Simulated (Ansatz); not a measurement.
System: CsCl-type CoGa. Method: r²SCANh (Ansatz, an electronic-structure program, PAW).

Run with plane-wave cutoff 520 eV, 10×10×10 k mesh, Fermi–Dirac smearing 0.05 eV, no spin polarisation, scalar-relativistic PAW data made under PBE.

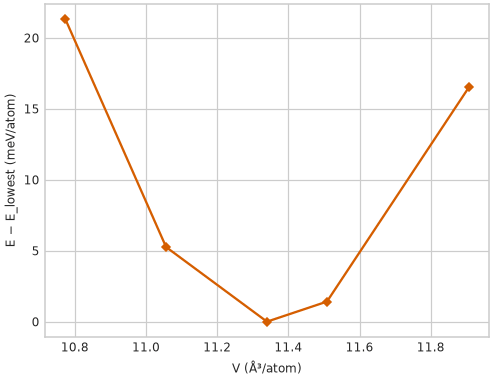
Total energy against volume

Problem. From the curve, estimate the equilibrium volume and the bulk modulus.

Solution. V0 ≈ 11.3 Å³/atom and B0 ≈ 210 GPa; the fit gives V0 = 11.350 Å³/atom, B0 = 212 GPa, B′ = 4.6.

Note: the run has no spin polarisation, so it can have missed a magnetic state.

The computed numbers hold no vibrational or temperature effects.
